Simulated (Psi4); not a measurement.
# CH3ClSi (SMILES C[Si]Cl) at UMN12-SX/6-311++G(2d,2p) (density fitting)

Aim: the vertical singlet–triplet gap of CH3ClSi at UMN12-SX/6-311++G(2d,2p) (density fitting), from 2 runs. 

The results are computed with Psi4 1.11.

6 further runs of the same task are left out: 1 that didn't finish, 5 set aside as unsound or not needed.

**1. The structure to begin with**

CH3ClSi has 6 atoms, charge 0, and is taken as a singlet. As SMILES, `C[Si]Cl`. The shape is that of a PBE0-D4/def2-TZVP optimisation.

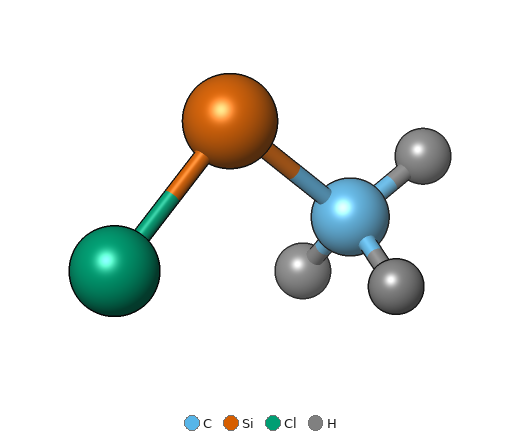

The structure, seen from a chosen angle (carbon blue, silicon orange, chlorine teal, hydrogen grey).

**2. The charge distribution at UMN12-SX/6-311++G(2d,2p) (density fitting)**

Input file job.inp:

```
memory 1600 MB

molecule {
  0 1
  C     -0.420900     0.376200    -0.177100
  Si     0.228200    -0.642100     1.273100
  Cl     1.857700    -1.533900     0.308500
  H      0.353800     1.065800    -0.531400
  H     -1.308700     0.949900     0.100100
  H     -0.668100    -0.280000    -1.019400
  symmetry c1
  no_reorient
  no_com
}

set basis 6-311++G(2d,2p)
set reference uks

E, wfn = energy('mn12-sx', return_wfn=True)
oeprop(wfn, 'MBIS_CHARGES', 'QUADRUPOLE', 'MULTIPOLE(3)', 'MULLIKEN_CHARGES', title='MN12-SX')
```

On the command line:

```bash
$ psi4 -n 1 job.inp job.out
```

job.out:

```text
[...]
  Running in c1 symmetry.
[...]
  Nuclear repulsion =  128.153233316674061
[...]
  Multiplicity = 1
[...]
  Nalpha       = 20
  Nbeta        = 20
[...]
    Number of basis functions: 127
[...]
   @DF-UKS iter   1:  -789.21845636558430   -1.73791e-01   6.26358e-03 DIIS/ADIIS
[...]
   @DF-UKS iter   9:  -789.53730688480300   -4.50116e-08   7.12968e-07 DIIS
[...]
   @S^2 Observed:                5.684341886E-14
[...]
    Orbital Energies [Eh]
    ---------------------
    Alpha Occupied:
       1A   -102.926912     2A    -67.249756     3A    -10.546046
       4A     -9.586180     5A     -7.237908     6A     -7.234190
       7A     -7.231615     8A     -5.439739     9A     -3.710144
      10A     -3.706300    11A     -3.700792    12A     -0.845556
      13A     -0.728675    14A     -0.484161    15A     -0.423399
      16A     -0.419134    17A     -0.368775    18A     -0.341228
      19A     -0.330466    20A     -0.231746
    Alpha Virtual:
      21A     -0.114249    22A     -0.087435    23A     -0.067138
      24A     -0.063740    25A     -0.052722    26A     -0.037673
[...]
  @DF-UKS Final Energy:  -789.53730688480300
   => Energetics <=
    Nuclear Repulsion Energy =            128.1532333166740614
    One-Electron Energy =               -1343.9882206558588678
    Two-Electron Energy =                 468.9332785514201305
    DFT Exchange-Correlation Energy =     -42.6355980970384252
    Empirical Dispersion Energy =           0.0000000000000000
    VV10 Nonlocal Energy =                  0.0000000000000000
    Total Energy =                       -789.5373068848031153
[...]
 Multipole Moments:
 ------------------------------------------------------------------------------------
     Multipole            Electronic (a.u.)      Nuclear  (a.u.)        Total (a.u.)
 ------------------------------------------------------------------------------------
 L = 1.  Multiply by 2.5417464519 to convert [e a0] to [Debye]
 Dipole X            :        -58.3823930           57.8772090           -0.5051840
 Dipole Y            :         59.1334637          -58.7190820            0.4143817
 Dipole Z            :        -38.9249264           38.8425646           -0.0823618
 Magnitude           :                                                    0.6585640
 L = 2.  Multiply by 1.3450342976 to convert [e a0^2] to [Debye ang]
 Quadrupole XX       :       -250.1988116          224.0631055          -26.1357061
 Quadrupole XY       :        188.2035957         -186.1323450            2.0712507
[...]
  Mulliken Charges: (a.u.)
   Center  Symbol    Alpha    Beta     Spin     Total
       1     C     3.25620  3.25620  0.00000 -0.51239
       2    SI     6.90257  6.90257 -0.00000  0.19486
       3    CL     8.55886  8.55886  0.00000 -0.11773
       4     H     0.42130  0.42130 -0.00000  0.15740
       5     H     0.43966  0.43966 -0.00000  0.12068
       6     H     0.42141  0.42141  0.00000  0.15719
   Total alpha = 20.00000, Total beta = 20.00000, Total charge =  0.00000
[...]
```

It took 45 s on 1 thread of AMD EPYC 7R43 (Zen 3), shared host; peak memory 0.87 GiB.

Atomic charges (e):

| atom | MBIS | Mulliken |
| --- | --- | --- |
| C1 | -0.812 | -0.512 |
| Si2 | +0.497 | +0.195 |
| Cl3 | -0.310 | -0.118 |
| H4 | +0.214 | +0.157 |
| H5 | +0.196 | +0.121 |
| H6 | +0.214 | +0.157 |

**3. The triplet at the same level**

Input file ch3clsi.py:

```python
import psi4

psi4.set_memory('1600 MB')
psi4.set_num_threads(1)
psi4.set_output_file('psi4.out', False)

mol = psi4.geometry("""
0 3
C     -0.420900     0.376200    -0.177100
Si     0.228200    -0.642100     1.273100
Cl     1.857700    -1.533900     0.308500
H      0.353800     1.065800    -0.531400
H     -1.308700     0.949900     0.100100
H     -0.668100    -0.280000    -1.019400
symmetry c1
no_reorient
no_com
""")

psi4.set_options({
    'basis': '6-311++G(2d,2p)',
    'reference': 'uks',
})

e_tot, wfn = psi4.energy("mn12-sx", molecule=mol, return_wfn=True)
psi4.oeprop(wfn, "MBIS_CHARGES", "QUADRUPOLE", "MULTIPOLE(3)", "MULLIKEN_CHARGES", title="MN12-SX")
print(f'total energy {e_tot:.8f} hartree = {e_tot * 27.211386:.5f} eV')
```

On the command line:

```bash
$ python ch3clsi.py
```

psi4.out, shortened:

```text
[...]
  Running in c1 symmetry.
[...]
  Nuclear repulsion =  128.153233316674061
[...]
  Multiplicity = 3
[...]
  Nalpha       = 21
  Nbeta        = 19
[...]
    Number of basis functions: 127
[...]
   @DF-UKS iter   1:  -789.13339894598266   -8.87337e-02   6.23593e-03 ADIIS/DIIS
[...]
   @DF-UKS iter  11:  -789.46717148087919   -2.33401e-08   4.96743e-07 DIIS
[...]
   @S^2 Observed:                2.009216133E+00
[...]
  @DF-UKS Final Energy:  -789.46717148087919
   => Energetics <=
    Nuclear Repulsion Energy =            128.1532333166740614
    One-Electron Energy =               -1343.7743954789962118
    Two-Electron Energy =                 468.7818047720691652
    DFT Exchange-Correlation Energy =     -42.6278140906262379
    Empirical Dispersion Energy =           0.0000000000000000
    VV10 Nonlocal Energy =                  0.0000000000000000
    Total Energy =                       -789.4671714808793013
[...]
 Multipole Moments:
 ------------------------------------------------------------------------------------
     Multipole            Electronic (a.u.)      Nuclear  (a.u.)        Total (a.u.)
 ------------------------------------------------------------------------------------
 L = 1.  Multiply by 2.5417464519 to convert [e a0] to [Debye]
 Dipole X            :        -58.4802951           57.8772090           -0.6030862
 Dipole Y            :         59.2002710          -58.7190820            0.4811890
 Dipole Z            :        -38.9032493           38.8425646           -0.0606846
 Magnitude           :                                                    0.7739111
 L = 2.  Multiply by 1.3450342976 to convert [e a0^2] to [Debye ang]
 Quadrupole XX       :       -250.5033910          224.0631055          -26.4402855
 Quadrupole XY       :        186.9307056         -186.1323450            0.7983606
[...]
  Mulliken Charges: (a.u.)
   Center  Symbol    Alpha    Beta     Spin     Total
       1     C     3.26797  3.25466  0.01331 -0.52263
       2    SI     7.88065  6.04025  1.84040  0.07910
       3    CL     8.58117  8.52482  0.05635 -0.10599
       4     H     0.41738  0.38107  0.03630  0.20155
       5     H     0.43533  0.41804  0.01729  0.14664
       6     H     0.41751  0.38116  0.03635  0.20133
   Total alpha = 21.00000, Total beta = 19.00000, Total charge =  0.00000
[...]
```

Standard output:

```text
total energy -789.46717148 hartree = -21482.49594 eV
```

It took 54 s on 1 thread of AMD EPYC 7R43 (Zen 3), shared host; peak memory 0.87 GiB.

Atomic charges (e):

| atom | MBIS | Mulliken |
| --- | --- | --- |
| C1 | -0.714 | -0.523 |
| Si2 | +0.335 | +0.079 |
| Cl3 | -0.266 | -0.106 |
| H4 | +0.220 | +0.202 |
| H5 | +0.205 | +0.147 |
| H6 | +0.220 | +0.201 |

**4. Outcome**

At UMN12-SX/6-311++G(2d,2p) (density fitting):

| quantity | value |
| --- | --- |
| singlet: total energy | -789.53731 Eh |
| singlet: dipole moment | 1.67 D |
| singlet: HOMO energy | -6.31 eV |
| singlet: LUMO energy | -3.11 eV |
| singlet: HOMO–LUMO gap | 3.20 eV |
| triplet: total energy | -789.46717 Eh |
| triplet: dipole moment | 1.97 D |
| triplet: HOMO energy (highest over α and β) | -4.44 eV |
| triplet: ⟨S²⟩ | 2.009 |
| vertical energy of the triplet above the singlet | 1.908 eV |

In words: At this shape the triplet lies 1.91 eV (184 kJ/mol) above the singlet. Mulliken charges (singlet) run from -0.51 on C1 to +0.19 on Si2; in a basis this large or diffuse they mean little.
